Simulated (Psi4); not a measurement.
# NOF (nitrosyl fluoride) at HSE06/def2-TZVPP

Aim: the energy change on altering one bond length of NOF (nitrosyl fluoride) at HSE06/def2-TZVPP, from 2 runs. 

The calculation is run with Psi4 1.11.

## (1) The structure to begin with

The species is NOF (3 atoms), meant as a singlet with charge 0. SMILES: `O=NF`. The coordinates come from a PBE0-D4/def2-TZVP relaxation.

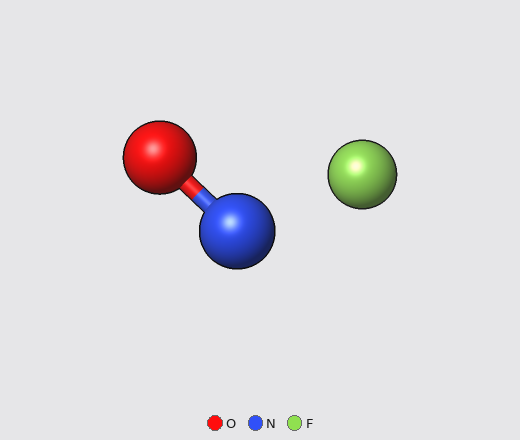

The structure, seen from a chosen angle (oxygen red, nitrogen blue, fluorine green).

## (2) The energy at HSE06/def2-TZVPP

job.py

```python
import psi4

psi4.set_memory('2200 MB')
psi4.set_num_threads(1)
psi4.core.set_output_file('run.log', False)

m = psi4.geometry("""
O
N 1 1.126674
F 2 1.483325 1 110.42286
symmetry c1
""")

psi4.set_options({
    'basis': 'def2-TZVPP',
    'puream': True,
    'e_convergence': 1e-09,
    'd_convergence': 1e-08,
    'scf_type': 'pk',
    'dft_radial_points': 99,
    'dft_spherical_points': 590,
})

result = psi4.energy('hse06')
print(f'total energy {result:.8f} hartree = {result * 27.211386:.5f} eV')
```

On the command line:

```bash
python job.py
```

run.log (excerpt; [...] marks lines left out):

```text
[...]
  Running in c1 symmetry.
[...]
  Nuclear repulsion =   66.472919985517308
[...]
  Multiplicity = 1
[...]
  Nalpha       = 12
  Nbeta        = 12
[...]
    Number of basis functions: 93
[...]
   @RKS iter   1:  -229.54986421721190   -3.12821e-01   4.59125e-03 DIIS/ADIIS
[...]
   @RKS iter  11:  -229.60271174653161   -4.54747e-13   1.85809e-09 DIIS
[...]
    Orbital Energies [Eh]
    ---------------------
    Doubly Occupied:
       1A    -24.762287     2A    -19.349664     3A    -14.611712
       4A     -1.338799     5A     -1.188026     6A     -0.727669
       7A     -0.601023     8A     -0.573587     9A     -0.557301
      10A     -0.415777    11A     -0.404627    12A     -0.344646
[...]
  @RKS Final Energy:  -229.60271174653161
   => Energetics <=
    Nuclear Repulsion Energy =             66.4729199855173079
    One-Electron Energy =                -448.1663054992754383
    Two-Electron Energy =                 171.8828744662733072
    DFT Exchange-Correlation Energy =     -19.7922006990467949
    Empirical Dispersion Energy =           0.0000000000000000
    VV10 Nonlocal Energy =                  0.0000000000000000
    Total Energy =                       -229.6027117465316110
[...]
 Multipole Moments:
 ------------------------------------------------------------------------------------
     Multipole            Electronic (a.u.)      Nuclear  (a.u.)        Total (a.u.)
 ------------------------------------------------------------------------------------
 L = 1.  Multiply by 2.5417464519 to convert [e a0] to [Debye]
 Dipole X            :          0.3412706           -0.8038939           -0.4626232
 Dipole Y            :         -0.3479733            0.6510145            0.3030412
 Dipole Z            :         -0.0000000            0.0000000           -0.0000000
 Magnitude           :                                                    0.5530409
[...]
```

The script printed:

```text
total energy -229.60271175 hartree = -6247.80802 eV
```

It took 26 s on 1 thread of Intel Xeon Platinum 8259CL at 2.50GHz (Skylake/Cascade Lake), shared host; peak memory 0.82 GiB.

## (3) The distorted shape: energy and forces at HSE06/def2-TZVPP

job.py

```python
import psi4

psi4.set_memory('2200 MB')
psi4.set_num_threads(1)
psi4.core.set_output_file('output.dat', False)

molecule = psi4.geometry("""
0 1
O
N 1 1.126674
F 2 2.67 1 110.42285
symmetry c1
no_reorient
no_com
""")

psi4.set_options({
    'basis': 'def2-TZVPP',
    'puream': True,
    'e_convergence': 1e-09,
    'd_convergence': 1e-08,
    'scf_type': 'pk',
    'dft_radial_points': 99,
    'dft_spherical_points': 590,
})

E, wfn = psi4.gradient("HSE06", return_wfn=True)
psi4.oeprop(wfn, "DIPOLE", "MULLIKEN_CHARGES", "WIBERG_LOWDIN_INDICES", title="HSE06")
print('gradient / Eh bohr^-1')
print(E.np.round(6))
print(f'energy = {wfn.energy():.10f} Eh')
```

On the command line:

```bash
python job.py
```

output.dat (excerpt; [...] marks lines left out):

```text
[...]
  Running in c1 symmetry.
[...]
  Nuclear repulsion =   50.547766320535857
[...]
  Multiplicity = 1
[...]
  Nalpha       = 12
  Nbeta        = 12
[...]
    Number of basis functions: 93
[...]
   @RKS iter   1:  -229.26808651200588   -3.73663e-01   7.45014e-03 ADIIS/DIIS
[...]
   @RKS iter  16:  -229.50617593248569   -4.49063e-12   3.67624e-09 DIIS
[...]
  @RKS Final Energy:  -229.50617593248569
   => Energetics <=
    Nuclear Repulsion Energy =             50.5477663205358567
    One-Electron Energy =                -416.3751885581673946
    Two-Electron Energy =                 155.9883138748869555
    DFT Exchange-Correlation Energy =     -19.6670675697411141
    Empirical Dispersion Energy =           0.0000000000000000
    VV10 Nonlocal Energy =                  0.0000000000000000
    Total Energy =                       -229.5061759324856894
[...]
  -Total Gradient:
     Atom            X                  Y                   Z
    ------   -----------------  -----------------  -----------------
       1       -0.002881609431     0.090647870915    -0.000000000001
       2       -0.029268918130    -0.077366314655    -0.000000000001
       3        0.032154630362    -0.013274439970    -0.000000000000
[...]
 Multipole Moments:
 ------------------------------------------------------------------------------------
     Multipole            Electronic (a.u.)      Nuclear  (a.u.)        Total (a.u.)
 ------------------------------------------------------------------------------------
 L = 1.  Multiply by 2.5417464519 to convert [e a0] to [Debye]
 Dipole X            :         -0.8306637           -1.4470172           -2.2776810
 Dipole Y            :          0.4290477            0.8904817            1.3195294
 Dipole Z            :         -0.0000000            0.0000000           -0.0000000
 Magnitude           :                                                    2.6322972
[...]
  Mulliken Charges: (a.u.)
   Center  Symbol    Alpha    Beta     Spin     Total
       1     O     3.93692  3.93692  0.00000  0.12617
       2     N     3.31819  3.31819  0.00000  0.36362
       3     F     4.74489  4.74489  0.00000 -0.48979
   Total alpha = 12.00000, Total beta = 12.00000, Total charge = -0.00000
  Wiberg Bond Indices using Orthogonal Lowdin Orbitals:
[...]
```

The script printed:

```text
gradient / Eh bohr^-1
[[-0.002882  0.090648 -0.      ]
 [-0.029269 -0.077366 -0.      ]
 [ 0.032155 -0.013274 -0.      ]]
energy = -229.5061759325 Eh
```

It took 43 s on 1 thread of Intel Xeon Platinum 8259CL at 2.50GHz (Skylake/Cascade Lake), shared host; peak memory 0.76 GiB.

## (4) What came out

At HSE06/def2-TZVPP:

| quantity | value |
| --- | --- |
| first shape: total energy | -229.60271 Eh |
| first shape: dipole moment | 1.41 D |
| first shape: HOMO energy | -9.38 eV |
| first shape: LUMO energy | -3.67 eV |
| first shape: HOMO–LUMO gap | 5.71 eV |
| distorted shape: total energy | -229.50618 Eh |
| distorted shape: dipole moment | 6.69 D |
| distorted shape: HOMO energy | -7.70 eV |
| distorted shape: LUMO energy | -6.05 eV |
| distorted shape: HOMO–LUMO gap | 1.65 eV |
| distorted shape: largest force on an atom | 4.664 eV/Å |
| energy change with the N2–F3 bond stretched from 1.483 to 2.670 Å | 2.627 eV |

One bond (distorted shape) is far stretched, which a spin-restricted single reference describes badly; a broken-symmetry solution may lie lower. With the N2–F3 bond stretched from 1.483 to 2.670 Å the energy rises by 2.63 eV (253 kJ/mol). The first shape isn't relaxed at this level, so the change isn't measured from a minimum. A restricted reference can't describe the breaking bond well at this length. Mulliken charges (distorted shape) run from -0.49 on F3 to +0.36 on N2.
